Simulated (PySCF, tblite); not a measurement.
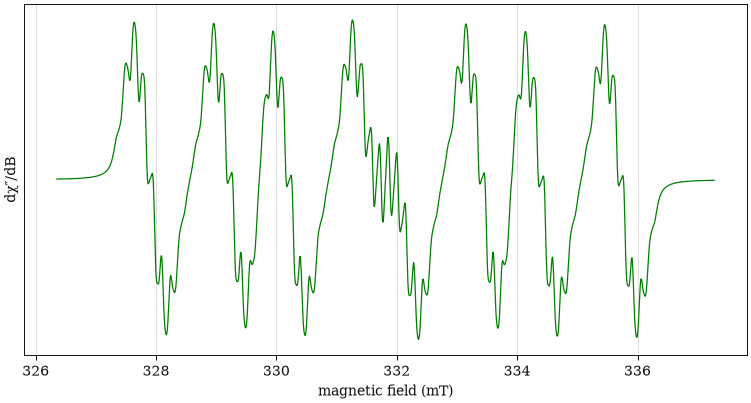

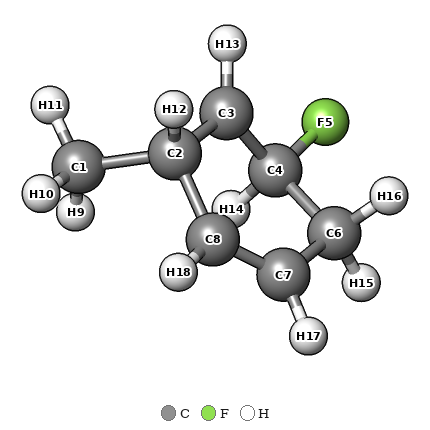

First-order isotropic EPR spectrum (fast tumbling, first derivative) of C₇H₁₀F, SMILES C[C@@H]1[CH][C@@H](F)CC=C1, doublet at 9.30 GHz, Lorentzian lines of 0.13 mT full width at half height, from computed g and hyperfine couplings (B3LYP/pcH-1 in PySCF 2.14.0, at a GFN2-xTB geometry (a minimum by its frequencies), gas phase); values of one conformer, averaged over methyl-type rotors alone; other conformers aren't averaged in; no vibrational averaging; dilute isotopes left out. The SMILES is one Lewis form and needn't show where the spin sits.

> Which couplings does the calculation give? The spectrum shows the sizes of those above the line width, not their signs.

| nuclei | isotope | a (mT) | a (MHz) |
| --- | --- | --- | --- |
| H14 | ¹H | 4.19 | 117.5 |
| H13 | ¹H | −2.31 | −64.6 |
| H12 | ¹H | 1.33 | 37.3 |
| H15 | ¹H | 0.27 | 7.5 |
| H17 | ¹H | 0.14 | 4.0 |
| H9, H10, H11 | ¹H | 0.14 | 3.8 |
| H16 | ¹H | −0.13 | −3.7 |
| F5 | ¹⁹F | 0.07 | 1.9 |
| H18 | ¹H | 0.04 | 1.1 |

> What is the g value, and how wide is the spectrum?

g_iso = 2.0025, which centres the spectrum at 331.8 mT; it spans 8.9 mT.

Note: the tight-binding geometry is rougher than a DFT one and adds to the error.
